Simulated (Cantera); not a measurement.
Charge: 1 mol Si, 0.018 mol N₂O, 5 mol N₂, held at 1 atm.

Equilibrium computed with Cantera from the NASA thermochemical tables; the gas is ideal and each condensed phase is pure. Candidate condensed phases: Si, SiO₂, Si₂N₂O, Si₃N₄; 16 gas species. Mutual solubility and eutectic melting of coexisting phases are not modelled. The tables' values for SiN are old estimates; treat these amounts as uncertain. Equilibrium is a limit: real reactors are often held back by kinetics, nucleation or transport.

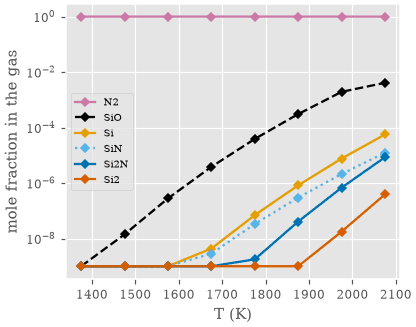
Fig. 1. Equilibrium gas composition (values under 1e-9 drawn at 1e-9)

From 1375 K to 1975 K the condensed part is Si₂N₂O(s) + Si₃N₄(s). At 2075 K the condensed part is Si₃N₄(s).
